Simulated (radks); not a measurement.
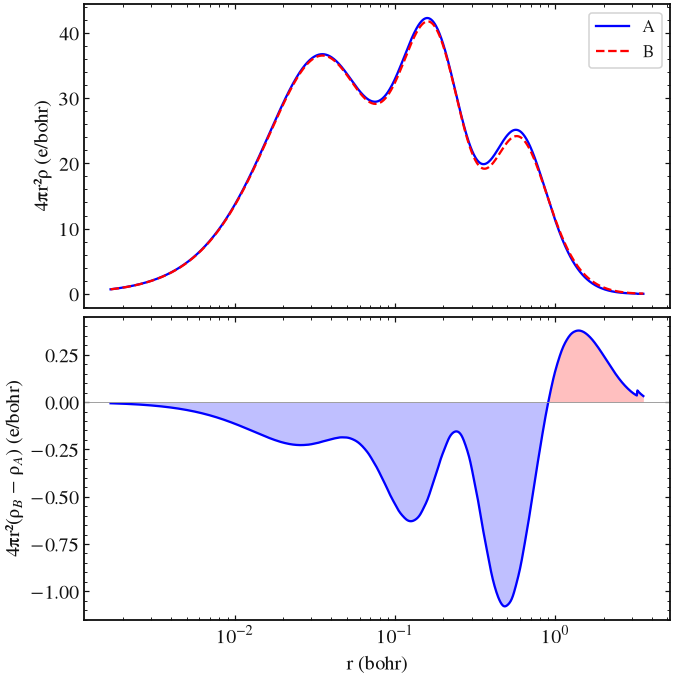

The Zn²⁺ ion in [Ar] 3d10 was computed by two methods: Slater X-alpha with alpha = 0.555; Slater X-alpha with alpha = 0.848. Both runs are scalar-relativistic and spherical. Computed with the in-house radial solver radks.

The plot shows both radial densities and the radial density of run B less that of run A; on the logarithmic r axis, areas aren't charges.

A is Slater X-alpha with alpha = 0.848 and B is Slater X-alpha with alpha = 0.555.

> How do the two densities differ?

B holds 0.49 electrons more than A where the difference is positive (most at r = 1.4 bohr) and as many fewer where it is negative (most at r = 0.48 bohr), out of 28 electrons.
